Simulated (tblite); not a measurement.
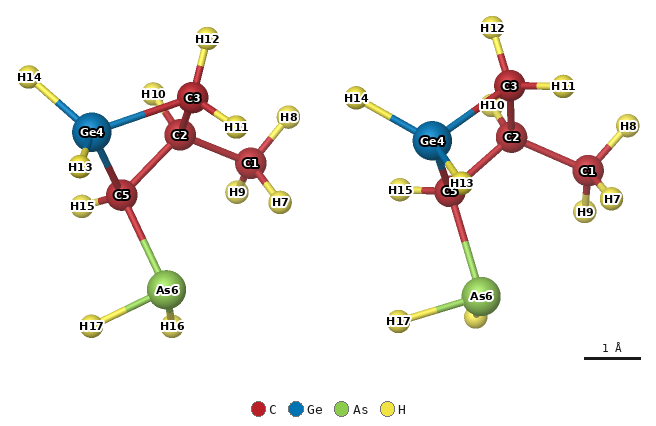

Two geometries of C4H11AsGe, drawn at one scale. One is the start of a relaxation, the other its converged end. A ball-and-stick model, seen from a free direction.

Theory: tblite, GFN2-xTB geometry optimisation, gas phase. 

**Which one is relaxed?**

The left one is the relaxed one. The atom that moves furthest after the best rigid fit is H13 (1.00 Å). By element the largest moves are H 1.00 Å, As 0.40 Å, C 0.37 Å, Ge 0.30 Å. Some distances before and after: Ge4–C5 1.920 → 1.996 Å, As6–H17 1.570 → 1.503 Å, C3–Ge4 1.929 → 1.984 Å, Ge4–H14 1.560 → 1.514 Å. Among the angles between lasting bonds that change: H13–Ge4–H14 121.3° → 107.3°, Ge4–C3–H12 112.4° → 122.2°, Ge4–C5–H15 111.3° → 120.3°. Groups turn about C2–C5 by about 30°, C2–C3 by about 30°, Ge4–C5 by about 25°. After 119 geometry steps the energy has fallen by 51.0 kJ/mol.
